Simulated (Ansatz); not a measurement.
**TiO2 (Rutile): bands and screening cutoff converge together**

Can the band sum of G0W0 be converged at a fixed screening cutoff? A test on TiO2 (Rutile).

Method: G0W0 on PBE, plane waves, PAW; PAW set soft_1, in Ansatz 0.2.0.

### Step 1. The starting structure

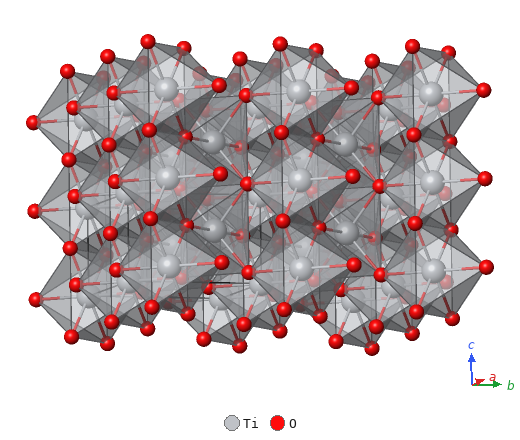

The starting structure, seen slightly off an axis (titanium light grey, oxygen red). 2×2×2 cells are drawn. Some periodic images of atoms are drawn too.

The cell and positions come from the Crystallography Open Database and are kept as given unless a step says otherwise.

### Step 2. 50 empty bands, screening to 50 eV

Now the one-shot GW correction: screening in the RPA, then the self-energy of the levels asked for. This step takes PAW set soft_1 files.

The input, input.yaml:

```yaml
crystal:
  lattice:
    - [4.5922, 0.0, 0.0]
    - [0.0, 4.5922, 0.0]
    - [0.0, 0.0, 2.9574]
  atoms:
    - { symbol: Ti, position: [0.0, 0.0, 0.0] }
    - { symbol: Ti, position: [0.5, 0.5, 0.5] }
    - { symbol: O, position: [0.30496, 0.30496, 0.0] }
    - { symbol: O, position: [0.19504, 0.80496, 0.5] }
    - { symbol: O, position: [0.69504, 0.69504, 0.0] }
    - { symbol: O, position: [0.80496, 0.19504, 0.5] }
kpoints:
  mp_grid: { grid: [4, 4, 4] }
hamiltonian:
  xc: pbe
  pseudopotentials: { kind: paw, azcp: { folder: soft_1 } }
scf:
  occupations: { method: fixed }
gw:
  n_empty_bands: 50
  ecut_chi: 50
  qp_bands: [v2, c2]
  qp_kpoints: band_edges
  screening: { model: contour_deformation }
```

Started as:

```
$ ansatz run input.yaml --threads 2 --pin off --max-ram 73728MiB --backend cuda --events-out ev --progress --plain --runs-dir out --devices 1 --max-vram 13GiB
```

Numbers of over 12 decimals in the logs are rounded to 6 here.

The program printed:

```text
GPUs: using 1 of 1 available (devices: 1).
Engine: ansatz 0.2.0, x86_64-unknown-linux-gnu
Pseudopotentials: kind: paw
Pseudopotential: Ti, paw, valence charge 12, recommended cutoff 420 eV (normal), soft_1/Ti.paw.azcp
Pseudopotential: O, paw, valence charge 6, recommended cutoff 420 eV (normal), soft_1/O.paw.azcp
Functional definition: PBE
  parameter kappa = 0.804
  parameter beta = 0.066725
  exchange = pbe_x(kappa = kappa, mu = beta*pi^2/3)
  correlation = pbe_c(beta = beta)
device memory: the entry about to start is reckoned to put 0.8 GiB on a device that reports 33.1 GiB free (of which the cap on the GPU budget leaves the run 13.0 GiB)
GPU FFT provider: cuFFT
GPU libraries: cuBLAS 13.8.2, cuFFT 12.4.0, cuSOLVER 12.3.4
Crystal: 6 atoms, lattice volume = 62.367 Å³
Basis set: ecut = 420 eV, 1217 PW (Γ)
Bands: 30, of which v1, the nominal top of the filled ones, is band 24 counted from 1 (23 counted from 0)
Symmetry: 16 space group operations
Space group: P42/mnm (ITA 136), of the structure as read, at distance tolerance 4.0e-5 Å
k-points: 18 of 64
Non-local potential: Ti, projectors of the file, l = 0: 3, l = 1: 2, l = 2: 3, l = 3: 1
Non-local potential: O, projectors of the file, l = 0: 2, l = 1: 2, l = 2: 1
PAW form: soft (Blöchl's): semilocal exchange-correlation on the pseudo side does not see the compensation charge
PAW one-centre angular grid: Ti, 590 points (default); XC on 64 Gauss nodes
PAW one-centre angular grid: O, 110 points (default); XC on 64 Gauss nodes
Initial density: superposition of atomic densities (chi_scale 0.1, normalization cell, long waves kept (reshape's long-wave potential 0.00 eV rms))
Initial wavefunctions: pseudopotential atomic-orbital guess
GPU buffer pool allocated for 20480 grid points (all kernels)
GPU transforms: local potential and band sums: pruned to the plane-wave sphere, on 32×32×20
Functional: x = pbe(κ = 0.804, μ = 0.219515), c = pbe(β = 0.066725)
SCF iter   1: F=—  HF=-7277.513915 eV  |F-HF|=—  |Δ(HF+E_count)|=         —  Δρ=6.60e-2  dr2=2.64e0  ethr=3.10e-3  ⟨swp⟩=4.1  Hψ=1721  notcnv=0  defer=50
preconditioner: auto → Resta (q_TF=auto, 2.612 Å⁻¹)  ε∞=8.5  [insulator: Δε(μ)=2.158 eV  Ē_g=9.708 eV  n_scr=18 (ndim 8)  ℏωp=26.6 eV  f_vac=0.000  ε∞_Penn≈8.5]
SCF iter   2: F=—  HF=-7277.317783 eV  |F-HF|=—  |Δ(HF+E_count)|=   1.96e-1  Δρ=3.85e-2  dr2=7.38e-1  ethr=3.10e-3  ⟨swp⟩=2.1  Hψ=953  notcnv=0  defer=36
SCF iter   3: F=—  HF=-7277.281653 eV  |F-HF|=—  |Δ(HF+E_count)|=   3.61e-2  Δρ=2.29e-2  dr2=3.39e-1  ethr=1.54e-3  ⟨swp⟩=2.0  Hψ=824  notcnv=0  defer=41
SCF iter   4: F=—  HF=-7277.270847 eV  |F-HF|=—  |Δ(HF+E_count)|=   1.08e-2  Δρ=4.91e-3  dr2=1.40e-2  ethr=7.06e-4  ⟨swp⟩=2.8  Hψ=1029  notcnv=0  defer=29
SCF iter   5: F=—  HF=-7277.278481 eV  |F-HF|=—  |Δ(HF+E_count)|=   7.63e-3  Δρ=1.75e-3  dr2=2.14e-3  ethr=2.92e-5  ⟨swp⟩=2.0  Hψ=743  notcnv=0  defer=72
SCF iter   6: F=—  HF=-7277.279781 eV  |F-HF|=—  |Δ(HF+E_count)|=   1.30e-3  Δρ=3.32e-4  dr2=5.11e-5  ethr=4.47e-6  ⟨swp⟩=2.0  Hψ=781  notcnv=0  defer=72
SCF iter   7: F=—  HF=-7277.279841 eV  |F-HF|=—  |Δ(HF+E_count)|=   5.96e-5  Δρ=6.38e-5  dr2=2.46e-6  ethr=1.06e-7  ⟨swp⟩=2.0  Hψ=822  notcnv=0  defer=18
SCF iter   8: F=—  HF=-7277.279843 eV  |F-HF|=—  |Δ(HF+E_count)|=   2.31e-6  Δρ=1.58e-5  dr2=1.31e-7  ethr=5.13e-9  ⟨swp⟩=2.5  Hψ=874  notcnv=0  defer=18
SCF iter   9: F=-7277.279843 eV  HF=-7277.279843 eV  |F-HF|=4.91e-11  |Δ(HF+E_count)|=   5.19e-8  Δρ=2.51e-6  dr2=3.14e-9  ethr=2.08e-10  ⟨swp⟩=6.9  Hψ=1529  notcnv=0
SCF 1 converged in 9 iterations: F = -7277.279843 eV  dr2 = 3.14e-9
[...]
device memory: the entry about to start is reckoned to put 0.8 GiB (of the 0.9 GiB reckoned in all, the device holds 0.1 GiB already) on a device that reports 33.2 GiB free (of which the cap on the GPU budget leaves the run 13.0 GiB)
NSCF: frozen V_eff on 18 k-points, pencils in batches of 32, up to order 120
[...]
gw.qp_kpoints: band_edges: 14 of 18 stored k-points solved, in 1 pass; an edge of the gap read off the rows below is read off those points alone
    valence top: of the k-points left out ik 7 came nearest to being solved in a further pass, in band 23 (counted from 1, as in the quasiparticle table): it holds the edge there only if its correction is more favourable than any solved in that band by at least 0.806 eV; those differ by 0.191 eV
    conduction bottom: of the k-points left out ik 5 came nearest to being solved in a further pass, in band 26 (counted from 1, as in the quasiparticle table): it holds the edge there only if its correction is more favourable than any solved in that band by at least 0.497 eV; those differ by 0.181 eV
  `?` marks the rows in doubt; gw_qp.tsv's column doubts and the gw_qp event give each row's grounds
    ik  band        ε_KS         Σx   Σc(E_QP)       V_xc       Z   E_QP_lin       E_QP  E_QP is
     0    23      8.6410   -26.2010     4.8383   -21.5703  0.7287     8.8479     8.8487  root
     0    24      9.0712   -26.1163     4.9878   -21.3290  0.7185     9.2709     9.2717  root
     0    25     10.9662   -13.3537    -6.5166   -21.7083  0.7252    12.9206    12.8041  root ?
     0    26     11.2760   -13.3679    -6.2206   -21.3217  0.7259    13.1018    13.0092  root
     1    23      7.6037   -25.2849     4.4975   -21.0250  0.7217     7.8402     7.8414  root
     1    24      8.6092   -25.5036     5.0963   -20.5165  0.7138     8.7182     8.7184  root
     1    25     11.3173   -13.4437    -6.6736   -21.8917  0.7152    13.2052    13.0917  root ?
     1    26     11.6462   -13.9505    -6.6679   -22.4896  0.7176    13.6527    13.5174  root ?
     2    23      7.6506   -25.7714     5.2422   -20.5761  0.7085     7.6975     7.6976  root
     2    24      7.6506   -25.7714     5.2422   -20.5761  0.7085     7.6975     7.6976  root
     2    25     12.0554   -14.5853    -6.5076   -22.8284  0.6978    13.9052    13.7909  root ?
     2    26     12.0554   -14.5853    -6.5076   -22.8284  0.6978    13.9052    13.7909  root ?
     3    23      8.2622   -25.6227     4.8540   -20.9443  0.7173     8.4371     8.4377  root
     3    24      8.8409   -25.9479     5.0649   -21.0369  0.7169     8.9944     8.9949  root
     3    25     11.2645   -13.7005    -6.4101   -21.9059  0.7197    13.1688    13.0598  root ?
     3    26     11.5984   -13.5851    -6.3229   -21.6067  0.7153    13.3937    13.2971  root
     4    23      7.7524   -24.9583     4.7561   -20.3530  0.7087     7.9026     7.9031  root
     4    24      8.5493   -25.7046     5.1288   -20.6876  0.7139     8.6609     8.6612  root
     4    25     11.2823   -13.3301    -6.6028   -21.7082  0.7182    13.1654    13.0576  root ?
     4    26     11.9785   -14.2723    -6.7013   -22.8104  0.7076    13.9508    13.8154  root ?
     6    23      8.3310   -25.5457     5.1271   -20.5097  0.7113     8.4218     8.4220  root
     6    24      8.3310   -25.5457     5.1271   -20.5097  0.7113     8.4218     8.4220  root
     6    25     11.6419   -13.7579    -6.4988   -22.0012  0.7116    13.4942    13.3864  root ?
     6    26     11.6419   -13.7579    -6.4988   -22.0012  0.7116    13.4942    13.3864  root ?
[...]
9    25     11.0442   -13.4967    -6.4057   -21.7223  0.7258    12.9759    12.8642  root ?
     9    26     11.5992   -13.7407    -6.9384   -22.5593  0.7122    13.6193    13.4794  root ?
[...]
10    25     11.3579   -13.5754    -6.4421   -21.7871  0.7181    13.2297    13.1275  root ?
    10    26     11.7400   -14.0271    -6.7456   -22.6310  0.7117    13.7345    13.5983  root ?
[...]
11    26     11.8620   -14.2333    -6.4151   -22.3715  0.7043    13.6905    13.5851  root ?
[...]
12    25     11.3733   -13.8383    -6.3114   -21.9210  0.7189    13.2485    13.1446  root ?
    12    26     11.3733   -13.8383    -6.3114   -21.9210  0.7189    13.2485    13.1446  root ?
[...]
15    24      8.0324   -26.1256     4.9302   -21.3445  0.7277     8.1811     8.1816  root
    15    25     11.0091   -13.5480    -6.3494   -21.7202  0.7273    12.9417    12.8320  root ?
    15    26     11.0091   -13.5480    -6.3494   -21.7202  0.7273    12.9417    12.8320  root ?
    17    23      8.4049   -26.2457     5.0471   -21.3387  0.7217     8.5446     8.5450  root
    17    24      8.4049   -26.2457     5.0471   -21.3387  0.7217     8.5446     8.5450  root
    17    25     11.6817   -13.8504    -6.4006   -21.9685  0.7097    13.4985    13.3992  root
    17    26     11.6817   -13.8504    -6.4006   -21.9685  0.7097    13.4985    13.3992  root
[key lines of the parts left out:]
SCF converged after 9 iterations
Free energy (F): -7277.279843 eV
Fermi energy:    9.071151 eV
```

The job ended after 6.6 s (1 × NVIDIA H100 80GB HBM3 (shared by 6 runs) with 2 threads of AMD EPYC 7R13 (Zen 3), shared host; peak memory 1 GiB; 6.8 s of CPU time).

In the SCF lines HF is the Harris–Foulkes energy and dr2 the Hartree energy of the density residual, in eV; the loop may stop once dr2 is under the threshold and the program's other checks hold. Hψ counts applications of the Hamiltonian.

Numbers from this step:

```
bands summed                                 : 74
RPA ε∞ on this mesh (eigenvalues)            : 7.371, 7.371, 9.232
plane waves in the screening matrix          : 47
q-points in the mesh                         : 64
G0W0 gap on the mesh                         : 3.474 eV
k of the valence top                         : 0, 0, 0
k of the conduction bottom                   : 0, -0.5, -0.5
starting gap on the mesh                     : 1.895 eV
Z at the valence top                         : 0.7185
Z at the conduction bottom                   : 0.7259
least direct G0W0 gap on the computed points : 3.532 eV
```

The gap on the mesh goes from 1.90 eV to 3.47 eV, a correction of +1.58 eV, though a band edge has moved to another state.

### Step 3. 260 empty bands, screening to 50 eV

input.yaml, as its differences from that of step 2:

```diff
@@ -20,3 +20,3 @@
 gw:
-  n_empty_bands: 50
+  n_empty_bands: 260
   ecut_chi: 50
```

The program printed:

```text
GPUs: using 1 of 1 available (devices: 1).
[...]
GPU FFT provider: cuFFT
GPU libraries: cuBLAS 13.8.2, cuFFT 12.4.0, cuSOLVER 12.3.4
Crystal: 6 atoms, lattice volume = 62.367 Å³
Basis set: ecut = 420 eV, 1217 PW (Γ)
Bands: 30, of which v1, the nominal top of the filled ones, is band 24 counted from 1 (23 counted from 0)
Symmetry: 16 space group operations
[...]
k-points: 18 of 64
[...]
1    26     11.6462   -13.9505    -6.9799   -22.4896  0.7189    13.2763    13.2054  root
[...]
17    23      8.4049   -26.2457     4.8041   -21.3387  0.7229     8.3018     8.3020  root
    17    24      8.4049   -26.2457     4.8041   -21.3387  0.7229     8.3018     8.3020  root
    17    25     11.6817   -13.8504    -6.7095   -21.9685  0.7112    13.1501    13.0903  root
    17    26     11.6817   -13.8504    -6.7095   -21.9685  0.7112    13.1501    13.0903  root
[key lines of the parts left out:]
SCF converged after 9 iterations
Free energy (F): -7277.279843 eV
Fermi energy:    9.071151 eV
```

It took 15 s on 1 × NVIDIA H100 80GB HBM3 (shared by 6 runs) with 2 threads; peak memory 1.2 GiB; 18 s of CPU time.

This step gave:

```yaml
bands_summed: 284
rpa_eps_infinity_on_this_mesh_eigenvalues: 7.390, 7.390, 9.254
plane_waves_in_the_screening_matrix: 47
g0w0_gap_on_the_mesh: 3.398 eV
k_of_the_valence_top: 0, 0, 0
k_of_the_conduction_bottom: 0, -0.5, -0.5
starting_gap_on_the_mesh: 1.895 eV
least_direct_g0w0_gap_on_the_computed_points: 3.467 eV
```

Against the run with 4×4×4 mesh, 50 empty bands, screening to 50 eV, PAW set soft_1 files, the gap moves by −0.08 eV.

### Step 4. 141 empty bands, screening to 100 eV

Bands and screening cutoff are moved together, since each hides the error of the other.

input.yaml, as its differences from that of step 3:

```diff
@@ -20,4 +20,4 @@
 gw:
-  n_empty_bands: 260
-  ecut_chi: 50
+  n_empty_bands: 141
+  ecut_chi: 100
   qp_bands: [v2, c2]
```

The program printed:

```text
GPUs: using 1 of 1 available (devices: 1).
[...]
GPU FFT provider: cuFFT
GPU libraries: cuBLAS 13.8.2, cuFFT 12.4.0, cuSOLVER 12.3.4
Crystal: 6 atoms, lattice volume = 62.367 Å³
Basis set: ecut = 420 eV, 1217 PW (Γ)
Bands: 30, of which v1, the nominal top of the filled ones, is band 24 counted from 1 (23 counted from 0)
Symmetry: 16 space group operations
[...]
k-points: 18 of 64
[...]
1    26     11.6462   -13.9505    -7.1147   -22.4896  0.7116    13.1285    13.0706  root
[...]
17    23      8.4049   -26.2457     4.8296   -21.3387  0.7137     8.3274     8.3276  root
    17    24      8.4049   -26.2457     4.8296   -21.3387  0.7137     8.3274     8.3276  root
    17    25     11.6817   -13.8504    -6.8446   -21.9685  0.7015    13.0039    12.9552  root
    17    26     11.6817   -13.8504    -6.8446   -21.9685  0.7015    13.0039    12.9552  root
[key lines of the parts left out:]
SCF converged after 9 iterations
Free energy (F): -7277.279843 eV
Fermi energy:    9.071151 eV
```

Elapsed: 11 s, on 1 × NVIDIA H100 80GB HBM3 (shared by 6 runs) with 2 threads; peak memory 1.1 GiB; 12 s of CPU time.

The G0W0 gap on the mesh is 3.233 eV.

### Step 5. 735 empty bands, screening to 100 eV

input.yaml, as its differences from that of step 4:

```diff
@@ -20,3 +20,3 @@
 gw:
-  n_empty_bands: 141
+  n_empty_bands: 735
   ecut_chi: 100
```

The program printed:

```text
GPUs: using 1 of 1 available (devices: 1).
[...]
GPU FFT provider: cuFFT
GPU libraries: cuBLAS 13.8.2, cuFFT 12.4.0, cuSOLVER 12.3.4
Crystal: 6 atoms, lattice volume = 62.367 Å³
Basis set: ecut = 420 eV, 1217 PW (Γ)
Bands: 30, of which v1, the nominal top of the filled ones, is band 24 counted from 1 (23 counted from 0)
Symmetry: 16 space group operations
[...]
k-points: 18 of 64
[...]
1    26     11.6462   -13.9505    -7.3285   -22.4896  0.7115    12.8958    12.8568  root
[...]
17    23      8.4049   -26.2457     4.6568   -21.3387  0.7136     8.1535     8.1548  root
    17    24      8.4049   -26.2457     4.6568   -21.3387  0.7136     8.1535     8.1548  root
    17    25     11.6817   -13.8504    -7.0493   -21.9685  0.7015    12.7825    12.7506  root
    17    26     11.6817   -13.8504    -7.0493   -21.9685  0.7015    12.7825    12.7506  root
[key lines of the parts left out:]
SCF converged after 9 iterations
Free energy (F): -7277.279843 eV
Fermi energy:    9.071151 eV
```

The job ended after 43 s (1 × NVIDIA H100 80GB HBM3 (shared by 6 runs) with 2 threads; peak memory 1.9 GiB; 64 s of CPU time).

The G0W0 gap on the mesh is 3.197 eV.

### Step 6. 50 empty bands, screening to 150 eV

input.yaml, as its differences from that of step 5:

```diff
@@ -20,4 +20,4 @@
 gw:
-  n_empty_bands: 735
-  ecut_chi: 100
+  n_empty_bands: 50
+  ecut_chi: 150
   qp_bands: [v2, c2]
```

The program printed:

```text
GPUs: using 1 of 1 available (devices: 1).
[...]
GPU FFT provider: cuFFT
GPU libraries: cuBLAS 13.8.2, cuFFT 12.4.0, cuSOLVER 12.3.4
Crystal: 6 atoms, lattice volume = 62.367 Å³
Basis set: ecut = 420 eV, 1217 PW (Γ)
Bands: 30, of which v1, the nominal top of the filled ones, is band 24 counted from 1 (23 counted from 0)
Symmetry: 16 space group operations
[...]
k-points: 18 of 64
[...]
15    26     11.0091   -13.5480    -6.3706   -21.7202  0.7181    12.9163    12.8108  root ?
    17    23      8.4049   -26.2457     5.1827   -21.3387  0.7087     8.6792     8.6807  root
    17    24      8.4049   -26.2457     5.1827   -21.3387  0.7087     8.6792     8.6807  root
    17    25     11.6817   -13.8504    -6.4525   -21.9685  0.6966    13.4427    13.3474  root
    17    26     11.6817   -13.8504    -6.4525   -21.9685  0.6966    13.4427    13.3474  root
[key lines of the parts left out:]
SCF converged after 9 iterations
Free energy (F): -7277.279843 eV
Fermi energy:    9.071151 eV
```

It took 9.8 s on 1 × NVIDIA H100 80GB HBM3 (shared by 6 runs) with 2 threads; peak memory 1.2 GiB.

The G0W0 gap on the mesh is 3.279 eV.

### Step 7. 260 empty bands, screening to 150 eV

input.yaml, as its differences from that of step 6:

```diff
@@ -20,3 +20,3 @@
 gw:
-  n_empty_bands: 50
+  n_empty_bands: 260
   ecut_chi: 150
```

The program printed:

```text
GPUs: using 1 of 1 available (devices: 1).
[...]
GPU FFT provider: cuFFT
GPU libraries: cuBLAS 13.8.2, cuFFT 12.4.0, cuSOLVER 12.3.4
Crystal: 6 atoms, lattice volume = 62.367 Å³
Basis set: ecut = 420 eV, 1217 PW (Γ)
Bands: 30, of which v1, the nominal top of the filled ones, is band 24 counted from 1 (23 counted from 0)
Symmetry: 16 space group operations
[...]
k-points: 18 of 64
[...]
1    26     11.6462   -13.9505    -7.3113   -22.4896  0.7089    12.9145    12.8741  root
[...]
17    23      8.4049   -26.2457     4.6366   -21.3387  0.7093     8.1330     8.1345  root
    17    24      8.4049   -26.2457     4.6366   -21.3387  0.7093     8.1330     8.1345  root
    17    25     11.6817   -13.8504    -7.0390   -21.9685  0.6979    12.7939    12.7608  root
    17    26     11.6817   -13.8504    -7.0390   -21.9685  0.6979    12.7939    12.7608  root
[key lines of the parts left out:]
SCF converged after 9 iterations
Free energy (F): -7277.279843 eV
Fermi energy:    9.071151 eV
```

Wall time 13 s (1 × NVIDIA H100 80GB HBM3 (shared by 6 runs) with 2 threads); peak memory 1.3 GiB.

The G0W0 gap on the mesh is 3.233 eV.

(Continued in part 2 of 2.)

[Paths, hosts, dates, memory and timing lines, banners, echoed tables and standing remarks are left out of the program output.]

[Logs are printed without paths, hosts, clocks, repeated set-up lines and the standing remarks that a program may print on its own settings, such as how far it seeks lower states.]

[Runs of the session that timed out or met a known fault of the program may be left out.]

[Cells called generated may have been cut or substituted from an entry of the Crystallography Open Database or the Materials Project.]

[Hosts, paths, dates, database ids (printed as entryN), source tags and the programs' standing remarks are cut or masked in the printed files.]
